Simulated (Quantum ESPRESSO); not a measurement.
# O K ELNES/XANES of Ho2BiO2 (I4/mmm) from DFT, part 3 of 3

What does one-electron theory with a core hole give for the O K edge of Ho2BiO2 (I4/mmm)?

Quantum ESPRESSO 7.5; X-ray absorption near-edge structure, plane-wave PAW LDA, one-electron final states by a Lanczos continued fraction.

So far. Step 7 (Spectrum with XCH, O atom 4): Main maxima below 24 eV (height): 1.5 eV (1.74), 4.2 eV (2.06), 10.8 eV (1.21), 13.6 eV (0.96), 17.5 eV (0.76) and 22.8 eV (0.75). A K edge sees empty p states on the absorber. Step 7 (Spectrum with XCH, O atom 4): The total-energy difference is 534.88 eV. One term is added: -8.83 eV, since the hole is spin-paired here and a spin-polarised one costs that much less in the free atom (computed apart). The photon energy is then 526.05 eV.

## 10. Supercell with XCH, O atom 4

Level of this step: plane-wave PAW DFT, LDA, scalar-relativistic, self-consistent field (Quantum ESPRESSO).

Another set-up is tried: convergence threshold of the field to 0.01.

File scf.in:

```
&control
   calculation='scf', prefix='x', pseudo_dir='../pp', outdir='tmp', tprnfor=.true.
/
&system
   ibrav=0, nat=10, ntyp=4, nbnd=61
   ecutwfc=50, ecutrho=510
   occupations='smearing', smearing='mv', degauss=0.015
/
&electrons
   conv_thr=1.0e-02, electron_maxstep=120
   mixing_beta=0.5
/
ATOMIC_SPECIES
Bi 1.0 Bi.lda-dn-kjpaw.UPF
Ho 1.0 Ho.lda-spdn-kjpaw.UPF
O0 1.0 O.lda-n-kjpaw-1sch.UPF
O 1.0 O.lda-n-kjpaw.UPF
CELL_PARAMETERS angstrom
  3.83980342 -3.83980342 0.00000000
  3.83980342 3.83980342 0.00000000
  -1.91990171 1.91990171 6.69739215
ATOMIC_POSITIONS crystal
Bi   0.00000000 0.00000000 0.00000000
Bi   0.50000000 0.50000000 0.00000000
Ho   0.33134614 0.00000000 0.66269228
Ho   0.83134614 0.50000000 0.66269228
Ho   0.66865386 0.00000000 0.33730772
Ho   0.16865386 0.50000000 0.33730772
O0   0.50000000 0.25000000 0.50000000
O    0.00000000 0.75000000 0.50000000
O    0.00000000 0.25000000 0.50000000
O    0.50000000 0.75000000 0.50000000
K_POINTS automatic
5 5 5 0 0 0
```

On the command line:

```sh
> OMP_NUM_THREADS=1 mpirun --oversubscribe --bind-to none -np 4 pw.x -nk 4 -in scf.in > scf.out
```

The program printed:

```text
     [... banner and references ...]
[banner, memory and clock lines left out]
using ibrav=0 with symmetry is DISCOURAGED, use correct ibrav instead

     G-vector sticks info

     bravais-lattice index     =            0
     lattice parameter (alat)  =      10.2618  a.u.
     unit-cell volume          =    1332.7550 (a.u.)^3
     number of atoms/cell      =           10
     number of atomic types    =            4
[...]
atom    3 type  2   force =    -0.07778611   -0.00036044    0.01865723
[...]
atom    9 type  4   force =     0.00000000    0.00000000    0.00000000
     atom   10 type  4   force =     0.00000000    0.00000000    0.00000000

     Total force =     0.159993     Total SCF correction =     0.137073
     SCF correction compared to forces is large: reduce conv_thr to get better values

     XML data file, charge density, pseudopotentials, collected wavefunctions
[key lines of the parts left out:]
!    total energy              =   -4288.68937713 Ry
the Fermi energy is    12.1860 ev
convergence has been achieved in   5 iterations
```

The job ended after 41 s (4 MPI ranks of Arm Neoverse V2, shared host; peak memory 0.43 GiB).

The run finished. A setting was moved off its sound value on purpose, so it serves as a test and not as the result.

The fault put into the input: conv_thr is far too loose.

## 11. Spectrum with XCH, O atom 4

This attempt departs from the first core-hole run: convergence threshold of the field to 0.01.

File xspectra.in:

```
&input_xspectra
   calculation='xanes_dipole', edge='K'
   prefix='x', outdir='tmp', xiabs=3, xe0=12.186
   xonly_plot=.false., x_save_file='xanes.sav'
   xniter=3000, xcheck_conv=20, xerror=0.005
   xcoordcrys=.false., xepsilon(1)=1, xepsilon(2)=0, xepsilon(3)=0
/
&plot
   xnepoint=413, xemin=-10, xemax=45, terminator=.true., cut_occ_states=.true.
   xgamma=0.4
/
&pseudos
   filecore='../O.wfc'
/
&cut_occ
   cut_desmooth=0.1, cut_stepl=0.05, cut_stepu=0.05, cut_ierror=1e-5
/
4 4 4 0 0 0
```

On the command line:

```sh
> OMP_NUM_THREADS=1 mpirun --oversubscribe --bind-to none -np 4 xspectra.x -nk 4 -in xspectra.in > xspectra.out
```

The program printed:

```text
     [... banner and references ...]
Reading input_file

     calculation: xanes_dipole

     xepsilon  [cartesian coordinates]:   1.000000   0.000000   0.000000

     xonly_plot: FALSE
        => complete calculation: Lanczos + spectrum plot

     filecore (core-wavefunction file): ../O.wfc

     main plot parameters:
        cut_occ_states: TRUE
        gamma_mode:  constant
        -> using xgamma [eV]:  0.40
        xemin [eV]: -10.00
        xemax [eV]:  45.00
        xnepoint:  413
        xe0 [eV]:  12.186000 (energy zero read in input file)

[...]
Results of STEP 1 successfully written in x_save_file
     x_save_file name:
     ->  xanes.sav
     x_save_file version:  2

     ... End STEP 1 ...

     ... Begin STEP 2 ...

     The spectrum is calculated using the following parameters:
        xe0 [eV]:   12.1860
        the occupied states are elimintate from the spectrum
        xemin [eV]: -10.00
        xemax [eV]:  45.00
        xnepoint:  413
        constant broadening parameter [eV]:    0.400
        Core level energy [eV]:  -543.1
         (from electron binding energy of neutral atoms in X-ray data booklet)

     Cross-section successfully written in xanes.dat

     ... End STEP 2 ...

                                END JOB XSpectra
```

The job ended after 1.7 min (4 MPI ranks; peak memory 0.32 GiB).

The run finished. A setting was moved off its sound value on purpose, so it serves as a test and not as the result.

The fault put into the input: conv_thr is far too loose.

This run also has another mesh (4×4×4 against 6×6×6), so the 5 % r.m.s. difference can't be laid on the changed setting alone. The highest intensity below 16 eV goes from 4.2 eV (2.06) to 4.3 eV (2.09).

```csv
E (eV),first run,this run
-2.0,0.07,0.07
-0.5,0.20,0.19
1.0,1.49,1.39
2.5,1.15,1.17
4.0,1.98,1.96
5.5,1.21,1.26
7.0,0.78,0.84
8.5,0.80,0.77
10.0,1.11,1.07
11.5,1.04,0.95
13.0,0.92,0.95
14.5,0.73,0.71
16.0,0.66,0.67
17.5,0.76,0.75
19.0,0.67,0.68
20.5,0.69,0.75
22.0,0.66,0.64
23.5,0.72,0.74
25.0,0.70,0.67
26.5,0.58,0.61
28.0,0.61,0.60
29.5,0.68,0.66
31.0,0.72,0.70
```

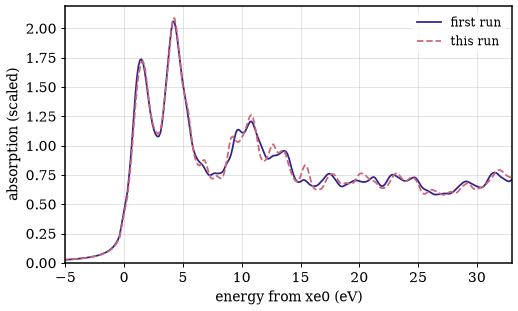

This run beside the first core-hole run.

## 12. Runs not followed above

These runs aren't followed: redraws of a spectrum that repeat one shown, runs with a planted fault or a state judged unsound, or a program's part that gave no sound spectrum.

| program | step | status | elapsed |
| --- | --- | --- | --- |
| Quantum ESPRESSO | spectrum with XCH, other settings | converged | 55 s |

## 13. Summary of results

| Property | Result |
| --- | --- |
| absorber and edge | O K, atom 4 of the ground-state input (counted from 1) |
| surroundings | 4 Ho at 2.21 Å (distorted tetrahedral, site symmetry -4m2) |
| highest intensity below 16 eV | 4.2 eV above the zero, height 2.06 |
| photon energy of the zero, with the added terms | 526.0 eV (raw 534.9 eV; LDA puts this hole about 4 eV below PBE, itself good to a few eV) |

What this shows: The O K edge of atom 4, with 4 Ho at 2.21 Å (distorted tetrahedral, site symmetry -4m2), has its highest intensity of the first 16 eV at 4.2 eV above the zero, near 530 eV in photon energy (LDA puts this hole about 4 eV below PBE, itself good to a few eV), 2.1 times the mean level of the first 20 eV (Lorentzian half width 0.4 eV). At the O K edge of atom 4 polarisation matters most near 0.9 eV, where the curves differ by 0.9 on this scale. 2 further runs of this session are left out of this account as redundant. The run has no spin polarisation, although Ho can carry a moment. Lanthanide 4f electrons are frozen in the core. The primitive cell holds an odd number of electrons, so a spin-paired run has to come out metallic; that is right for a metal, but some such compounds are magnetic or distorted insulators. The holes are only 5.4 Å apart, so the shape is probably not converged with cell size; no larger cell was run here. The structure is a computed Materials Project entry and may be a hypothetical form.

[Banner, clock and machine lines of the logs are left out without a mark of their own.]

[Logs are printed without paths, hosts, clocks, repeated set-up lines and the standing remarks that a program may print on its own settings, such as how far it seeks lower states.]

[Hosts, paths, dates, database ids (printed as entryN), source tags and the programs' standing remarks are cut or masked in the printed files.]

[Lists of maxima count a maximum above −3 eV only where it reaches 4 % of the highest in the window and stands out from its surroundings by 2 % of it (1.5 % where it reaches 55 %); shoulders and weaker maxima are passed over, and of the rest the first, up to two pre-edge ones and the few strongest are named.]
